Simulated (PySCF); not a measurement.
# C3H7BF, charge −1, SMILES `[BH3-]/C=C/CF`: electronic structure

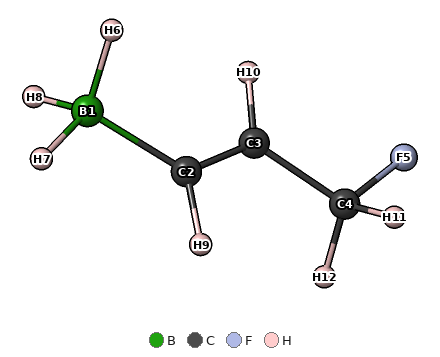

The molecule, with its atoms numbered as below. No frequency check shows the geometry to be a minimum.

Geometry (Å), atoms numbered from 1:

```
B1      -2.7036    0.2594   -0.0006
C2      -1.2259   -0.4092   -0.0003
C3      -0.0604    0.2233    0.0006
C4       1.2770   -0.4731    0.0010
F5       2.3475    0.4179   -0.0009
H6      -2.8368    0.9577    0.9947
H7      -3.5604   -0.6150    0.0011
H8      -2.8378    0.9544   -0.9949
H9      -1.1562   -1.5036   -0.0009
H10     -0.0032    1.3034    0.0013
H11      1.4208   -1.0986    0.8944
H12      1.4199   -1.1015   -0.8922
```

### 1. Bonding charge

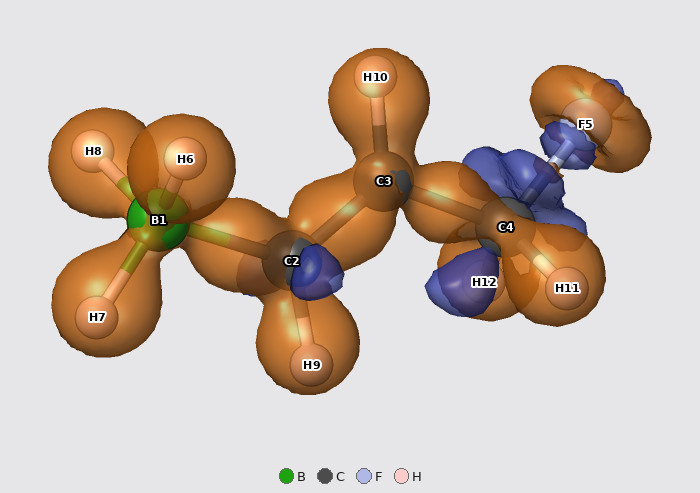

Deformation density (molecule less spherical, spin-averaged free atoms at the same positions), surfaces at ±0.12 e/Å³; orange: gain, blue: loss.

Level of theory: B3LYP/def2-SVPD (PySCF), at a geometry from GFN2-xTB.

Q: How much density has each bond gained at its critical point, relative to the free atoms?

A: C4–H11 and C4–H12: +0.73 e/Å³ at the bond critical point (bond length 1.10 Å). C2–C3: +0.71 e/Å³ at the bond critical point (bond length 1.33 Å). C3–H10: +0.67 e/Å³ at the bond critical point (bond length 1.08 Å). C2–H9: +0.62 e/Å³ at the bond critical point (bond length 1.10 Å). C3–C4: +0.50 e/Å³ at the bond critical point (bond length 1.51 Å). B1–H7: +0.27 e/Å³ at the bond critical point (bond length 1.22 Å). B1–H8 and B1–H6: +0.27 e/Å³ at the bond critical point (bond length 1.22 Å). B1–C2: +0.23 e/Å³ at the bond critical point (bond length 1.62 Å). C4–F5: −0.13 e/Å³ at the bond critical point (bond length 1.39 Å); up to 0.6 Å beside the axis the gain reaches +0.17 e/Å³. In all, 2.9 electrons gather in the regions of gain relative to the promolecule of neutral atoms (this includes the anion's extra charge). A small or negative value marks a very polar bond, one between electron-rich atoms, whose free-atom densities already overlap strongly, a long bond to a heavier atom, or a closed-shell contact such as a hydrogen bond.

Q: Where do the Hirshfeld charges lie?

A: The highest Hirshfeld charge is on C4 (+0.02 e), the lowest on B1 (−0.19 e).

### 2. Local ionisation energy

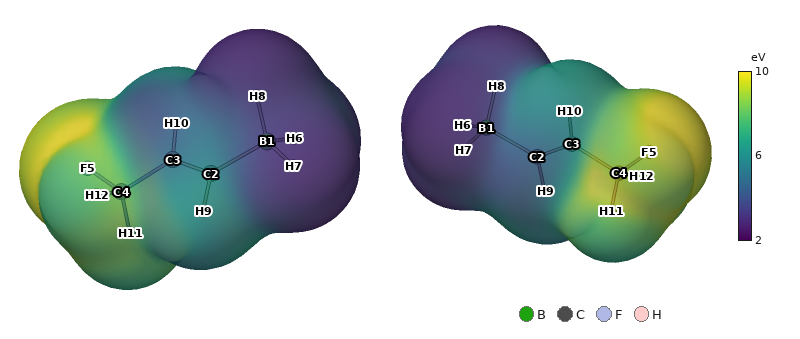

Average local ionisation energy on the surface of electron density 0.001 a.u. (back view left, front view right).

Q: Locate the minima of the map.

A: The lowest value is 2.8 eV, 1.7 Å from H6, and at like points elsewhere. Further minima include 3.7 eV, off the C2–C3 bond (2.2 to 2.3 Å from its atoms), and at like points elsewhere; 5.3 eV, 1.5 Å from H9. For comparison, the highest occupied orbital lies at −1.5 eV.

### 3. In an electric field

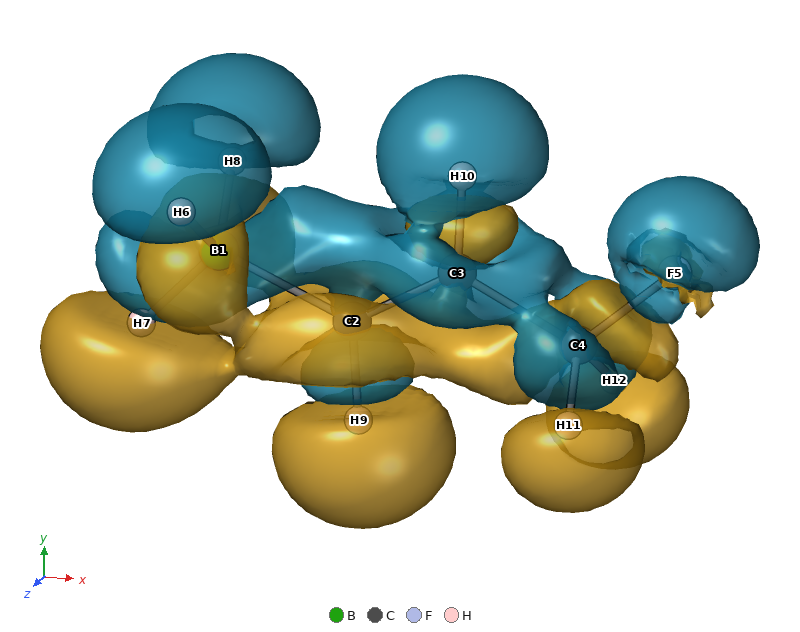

Change of the electron density in a uniform field of 0.10 V/Å, surfaces at ±0.0005 e/Å³ (yellow: gain, teal: loss).

PySCF calculation, HF/cc-pVDZ, gas phase; geometry: GFN2-xTB. The basis has no diffuse functions, which an anion needs.

Q: Along which Cartesian direction does the field point?

A: Along +y: electrons gather on the −y side, against the field.

Q: What dipole is induced, and what polarisability does it imply?

A: The induced dipole is 0.26 D (along the field); α along this axis, from the fields in both directions, is 51 bohr³ (7.6 Å³).

Q: Which atoms gain and lose the most charge?

A: Electrons gather most on H9 (Hirshfeld charge changes by −0.004 e) and leave H10 most (+0.004 e); 0.030 electrons are displaced in all.

### 4. Removing or adding an electron

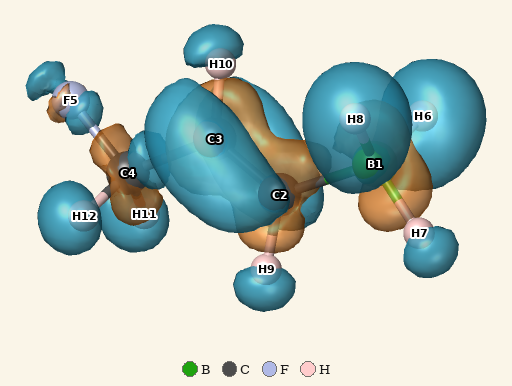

Fukui function f⁻ = ρ(N) − ρ(N−1) at fixed geometry, surfaces at ±0.02 e/Å³ (light blue positive, orange negative).

Method: B3LYP/def2-SVPD; geometry: GFN2-xTB; program: PySCF.

Q: Which atoms respond most to the removal of an electron?

A: f⁻ (Hirshfeld-condensed) is largest on C3 (0.16), H6 and H8 (0.14 each) and B1 (0.12); the vertical detachment energy is 3.66 eV (the stability of the neutral species's solution wasn't checked). Condensed values hint at sites of electrophilic attack but needn't mark the atom that reacts. Shares this close don't rank the sites. Orbital relaxation makes it negative in places (0.19 e in all).

The PySCF runs shown took 39 s, 2.9 s and 71 s on 1 thread of Intel(R) Xeon(R) Processor @ 2.70GHz, on a shared host.
